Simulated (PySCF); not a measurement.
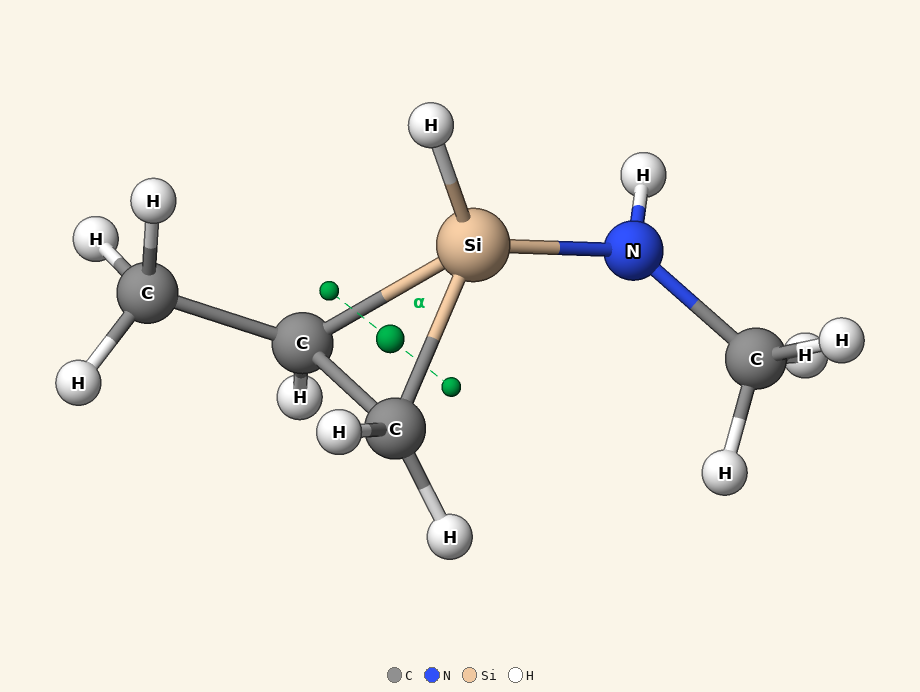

The small points mark where nucleus-independent chemical shifts (NICS) were computed: at the centre of each lettered ring and 1 Å above and below it. Geometry: a frame of a GFN2-xTB molecular-dynamics simulation, not a minimum. Level of theory: GIAO PBE0/pcSseg-1 NMR shielding, non-relativistic, gas phase (PySCF 2.14.0).

Give NICS(0), NICS(1) and the out-of-plane component NICS(1)zz for each ring (means of the two sides).

| ring | members | NICS(0) | NICS(1) | NICS(1)zz |
| --- | --- | --- | --- | --- |
| α | C2Si | −26.3 | −7.9 | −15.3 |

Values in ppm.
